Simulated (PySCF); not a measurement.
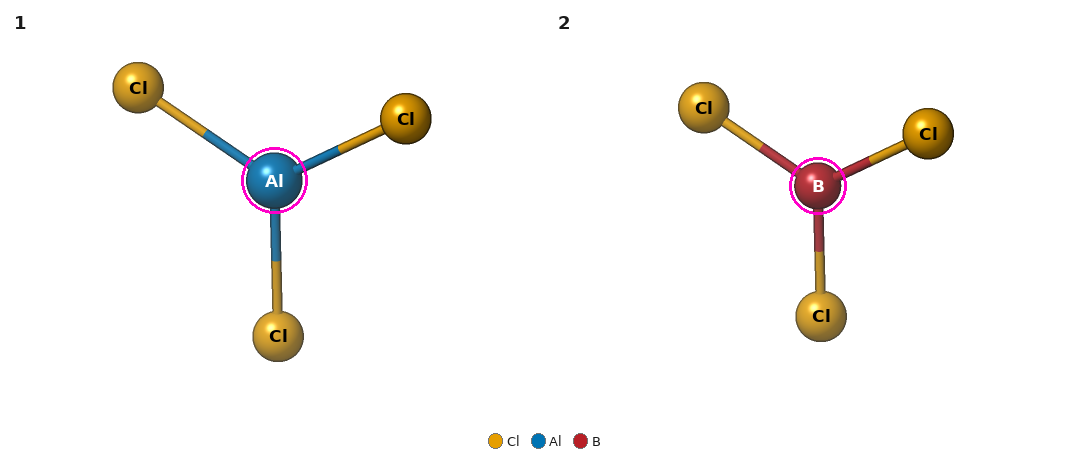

2 molecules with one skeleton, seen from the same side and at one scale; the atom that differs is circled. Charge 0, singlet. Computed geometries: PBE0-D3(BJ)/def2-SVP optimisations, one conformation each. Properties computed with PySCF 2.14.0.

One atom differs, called X below: Al in panel 1, B in panel 2. Their formulas are AlCl3 (`[Cl][Al]([Cl])[Cl]`), BCl3 (`ClB(Cl)Cl`).

In which is the lowest vertical singlet excitation larger (CAM-B3LYP/def2-SVPD)?

Answer. In panel 1 (X = Al).

In which is the mean static polarisability larger (CAM-B3LYP/def2-SVPD)?

Answer. In panel 1 (X = Al).

Give the values. With PBE0-D3(BJ)/def2-SVP: mean length of X–Cl (Å), mean angle Cl–X–Cl (°). With CAM-B3LYP/def2-SVPD: HOMO energy (Kohn–Sham orbital) (eV), HOMO–LUMO gap (eV), mean static polarisability (bohr³), lowest vertical singlet excitation (eV).

```tsv
quantity	1 (Al)	2 (B)	2 − 1
mean length of X–Cl (Å)	2.077	1.742	−0.335
mean angle Cl–X–Cl (°)	120.0	120.0	0.0
HOMO energy (Kohn–Sham orbital) (eV)	−10.83	−10.55	+0.28
HOMO–LUMO gap (eV)	10.06	9.85	−0.21
mean static polarisability (bohr³)	62.2	54.6	−7.6
lowest vertical singlet excitation (eV)	6.74	5.87	−0.87
```
